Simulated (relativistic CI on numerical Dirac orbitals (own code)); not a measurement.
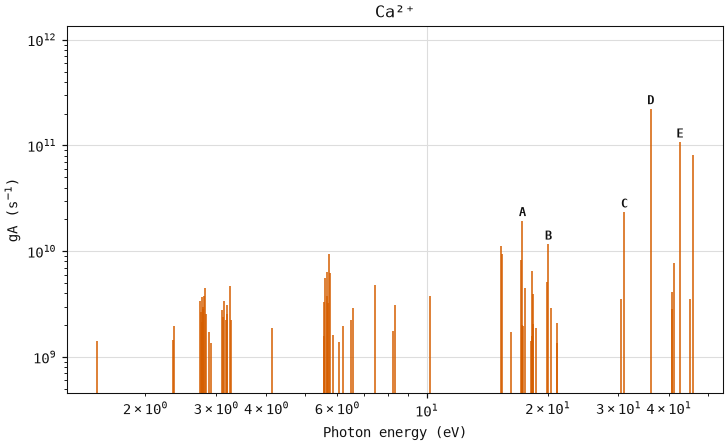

Figure 1. The stronger electric dipole lines (weighted rates gA) for Ca²⁺ (calcium, Z = 20). A: 3p⁵ 4f ³G₅ → 3p⁵ 3d ³F°₄, 17.31 eV, gA = 1.9×10¹⁰ s⁻¹; B: 3p⁵ 5f ³G₅ → 3p⁵ 3d ³F°₄, 20.09 eV, gA = 1.2×10¹⁰ s⁻¹; C: 3p⁵ 4s ¹P°₁ → 3p⁶ ¹S₀, 31.04 eV, gA = 2.3×10¹⁰ s⁻¹; D: 3p⁵ 3d ¹P°₁ → 3p⁶ ¹S₀, 36.08 eV, gA = 2.2×10¹¹ s⁻¹; E: 3p⁵ 4d ¹P°₁ → 3p⁶ ¹S₀, 42.65 eV, gA = 1.1×10¹¹ s⁻¹. The strongest, D, lies in the extreme ultraviolet region.

## Run report: Ca²⁺, relativistic CI calculation

- system: Ca²⁺.
- method: Dirac-Coulomb-Breit CI, KLI orbitals optimised for each configuration, model QED (radiative potential, 1s self-energy scaled to tabulated hydrogen-like ionisation energies), P86 correlation energy added to each configuration (relativistic CI on numerical Dirac orbitals, in-house)

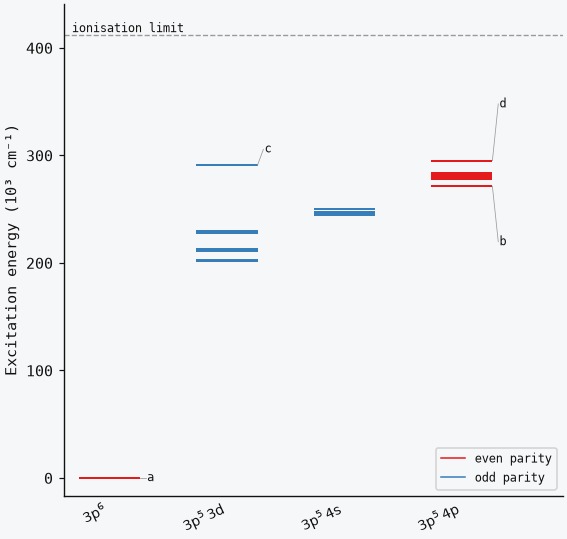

Figure 2. The lowest levels of Ca²⁺ (calcium, Z = 20), with 4 of them lettered. a: 3p⁶ ¹S₀ at 0; b: 3p⁵ 4p ³S₁ at 271,300 cm⁻¹; c: 3p⁵ 3d ¹P°₁ at 291,000 cm⁻¹; d: 3p⁵ 4p ¹S₀ at 295,200 cm⁻¹.

These pictures come from the run below.

Input:
```
atom Ca  Z=20  charge=2  electrons=18
nucleus A=40  rms_radius_fm=3.4776
hamiltonian dirac-coulomb  breit=on  qed=on  c_scale=1
orbitals kli  potential=per-configuration
slater_scale 1
correlation p86
mixing on
configurations
  [Ne] 3s2 3p6
  [Ne] 3s2 3p5 3d
  [Ne] 3s2 3p5 4s
  [Ne] 3s 3p6 3d
  [Ne] 3s2 3p5 4p
  [Ne] 3s2 3p5 4d
  [Ne] 3s2 3p5 5s
  [Ne] 3s2 3p5 5p
  [Ne] 3s2 3p5 4f
  [Ne] 3s2 3p5 5d
  [Ne] 3s2 3p5 5f
  [Ne] 3s2 3p5 5g
  [Ne] 3s 3p6 4s
  [Ne] 3p6 3d2
  [Ne] 3p5 3d3
  [Ne] 3p5 3d2 4s
  [Ne] 3p5 3d2 4p
  [Ne] 3p5 3d2 4d
  [Ne] 3p5 3d2 5s
end
```

The run was one of a batch that the task file lists, launched with:
```bash
python <driver script> task.json out
```

The program writes its results to a structured record and prints no log; tables and figures of this report are taken from that record.

The lowest 30 levels:

```
Configuration                   Level  E (cm⁻¹)  LS purity (%)  Landé g  Lifetime (s; – stable or not computed)
          3p⁶                     ¹S₀         0            100        –                                       –
       3p⁵ 3d                    ³P°₀   201,400            100        –                                       –
       3p⁵ 3d                    ³P°₁   201,900            100    1.500                                5.3×10⁻⁷
       3p⁵ 3d                    ³P°₂   202,900             99    1.500                                1.3×10⁻¹
       3p⁵ 3d                    ³F°₄   210,900            100    1.250                                 2.2×10³
       3p⁵ 3d                    ³F°₃   212,000             99    1.084                                 2.5×10¹
       3p⁵ 3d                    ³F°₂   213,000             99    0.668                                 1.9×10¹
       3p⁵ 3d  [(3p₃/₂)³ 3d₅/₂] J = 3   227,800             82    1.274                                5.2×10⁻¹
       3p⁵ 3d                    ¹D°₂   228,200             59    1.065                                2.1×10⁻¹
       3p⁵ 3d                    ³D°₁   228,900            100    0.500                                4.7×10⁻⁸
       3p⁵ 3d                    ³D°₂   229,100             59    1.100                                2.4×10⁻¹
       3p⁵ 3d                    ¹F°₃   230,000             82    1.059                                3.5×10⁻¹
       3p⁵ 4s                    ³P°₂   244,700            100    1.501                                1.0×10⁻²
       3p⁵ 4s                    ³P°₁   246,200             86    1.431                               8.4×10⁻¹⁰
       3p⁵ 4s                    ³P°₀   247,800            100        –                                9.6×10⁻³
       3p⁵ 4s                    ¹P°₁   250,400             86    1.070                               1.3×10⁻¹⁰
       3p⁵ 4p                     ³S₁   271,300             97    1.993                                1.4×10⁻⁹
       3p⁵ 4p                     ³D₃   278,100            100    1.334                                1.2×10⁻⁹
       3p⁵ 4p  [(3p₃/₂)³ 4p₁/₂] J = 2   278,500             78    1.143                                1.3×10⁻⁹
       3p⁵ 4p                     ³D₁   279,800             80    0.637                                1.3×10⁻⁹
       3p⁵ 4p  [(3p₃/₂)³ 4p₃/₂] J = 2   281,100             53    1.213                                1.4×10⁻⁹
       3p⁵ 4p                     ¹P₁   282,600             55    1.027                                1.5×10⁻⁹
       3p⁵ 4p     [3p₁/₂ 4p₃/₂] J = 2   283,200             57    1.312                                1.3×10⁻⁹
       3p⁵ 4p                     ³P₀   283,500             99        –                                1.2×10⁻⁹
       3p⁵ 4p                     ³P₁   284,000             66    1.345                                1.4×10⁻⁹
       3p⁵ 3d                    ¹P°₁   291,000             69    1.000                               1.4×10⁻¹¹
       3p⁵ 4p                     ¹S₀   295,200             95        –                                1.4×10⁻⁹
       3p⁵ 4d                    ³P°₀   323,200             99        –                               8.8×10⁻¹⁰
       3p⁵ 4d                    ³P°₁   323,600             95    1.464                               8.5×10⁻¹⁰
       3p⁵ 4d                    ³P°₂   324,200             85    1.449                               9.1×10⁻¹⁰
```

Key numbers:

- outcome: converged
- lowest level: 3p⁶ ¹S₀
- first excited level: 3p⁵ 3d ³P°₀, 201,416 cm⁻¹
- ionisation energy: 51.070 eV
- levels computed: 1048
- SCF iterations: 184
- hardware: 1 thread of AMD EPYC (Zen 3), 176 GiB of memory available, shared host
- wall time: 2.1 s

Notes:

Caveats: near-neutral ion: configurations can be misplaced by up to about 10000 cm⁻¹, over 20000 where the f count changes; rates and lifetimes follow the computed energies and can be off by orders of magnitude; term splittings are 10 to 25 % too wide when unscaled; the fine structure of a weakly bound d or f electron outside closed shells is too small or inverted; only a limited list of configurations is included, so lower levels can be missing; only lines among the lowest 101 of 1048 levels are drawn.
